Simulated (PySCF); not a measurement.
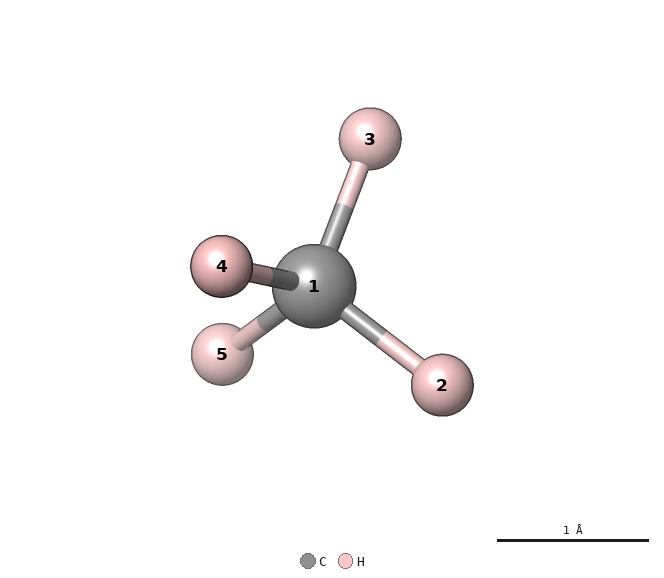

Source: calculation with PySCF.

Orthographic view. Distant atoms are faded towards the background colour. Geometry: a fixed input geometry, not necessarily a minimum.

Write a MOL file (V2000) with the atoms in numerical order, bonds sorted by atom number with the orders drawn, and coordinates in the frame of the picture: x right, y up, z towards the viewer, origin at the mean position.

```
CH4
                    3D

  5  4  0  0  0  0  0  0  0  0999 V2000
    0.0000    0.0000    0.0000 C   0  0  0  0  0  0  0  0  0  0  0  0
    0.8500   -0.6600    0.2300 H   0  0  0  0  0  0  0  0  0  0  0  0
    0.3700    0.9800   -0.3400 H   0  0  0  0  0  0  0  0  0  0  0  0
   -0.6100    0.1300    0.9000 H   0  0  0  0  0  0  0  0  0  0  0  0
   -0.6100   -0.4500   -0.8000 H   0  0  0  0  0  0  0  0  0  0  0  0
  1  2  1  0
  1  3  1  0
  1  4  1  0
  1  5  1  0
M  END
```
